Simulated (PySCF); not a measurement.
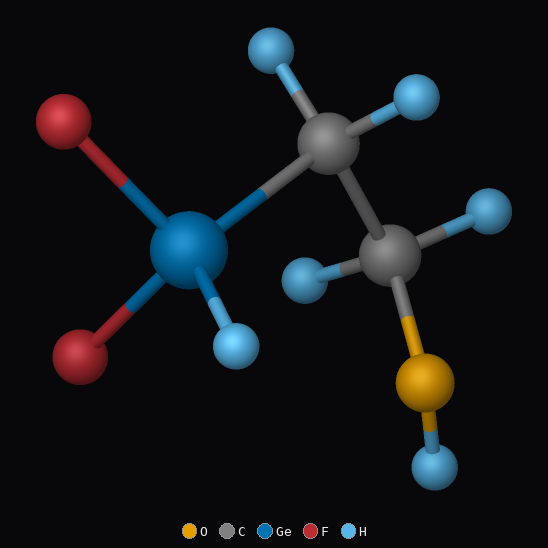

The geometry was computed by an optimisation with PBE0-D3(BJ)/def2-SVP. No frequency run is at hand to confirm it as a minimum.

Give the structural formula.

SMILES: OC[CH2][GeH]([F])[F]

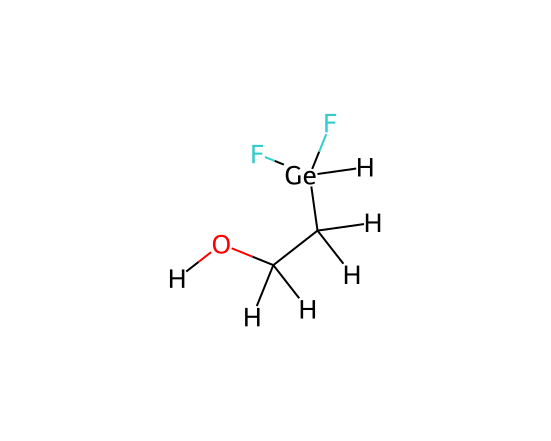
